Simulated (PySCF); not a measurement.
```csv
atom,x (Å),y (Å),z (Å)
C,-1.1693,1.0843,0.6769
B,-0.6902,-0.0560,-0.3012
C,-1.7421,-0.6846,-1.3054
C,0.6415,-1.1753,0.1145
C,1.2621,-0.7765,1.3284
C,1.9710,0.4152,1.1138
C,1.8134,0.7881,-0.2296
C,0.9959,-0.1697,-0.8869
H,-2.0044,0.7103,1.2963
H,-0.4008,1.4867,1.3499
H,-1.5833,1.9237,0.0895
H,-2.5935,-1.1118,-0.7448
H,-1.3435,-1.4736,-1.9632
H,-2.1725,0.1047,-1.9482
H,0.2695,-2.1759,-0.1056
H,1.1420,-1.2829,2.2871
H,2.4822,0.9982,1.8803
H,2.1939,1.7029,-0.6860
H,0.9281,-0.3080,-1.9658
```

Geometry: B3LYP-D3(BJ)/def2-SVP.

The calculation used PBE0/pcSseg-1, SCF density, gas phase, non-relativistic in PySCF 2.14.0.

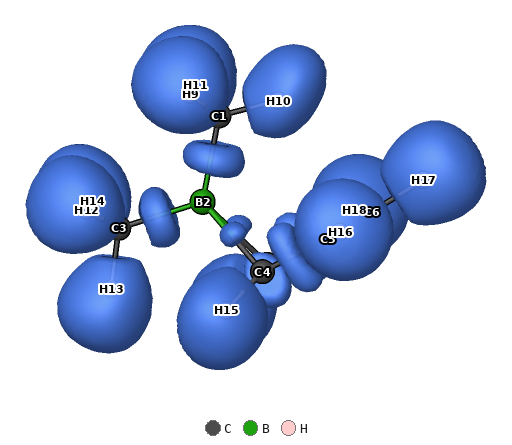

C7H11B. Isosurface of the ELF at 0.8 (blue), seen across its widest extent. Only the valence region is drawn (cores and ρ < 0.01 e/Å³ removed).

> Identify the bonds, lone pairs and shells in this picture.

The surface consists of four regions between bonded B–C atoms (shared pairs), five regions between bonded C–C atoms (shared pairs) and eleven regions around hydrogen nuclei.

Values along the shortest contacts:
C–C (1.40 Å): the ELF peaks at about 0.95 between the atoms (localised, covalent bonding). C–B (1.58 Å): the ELF peaks at about 1 between the atoms, as expected for localised, covalent bonding.
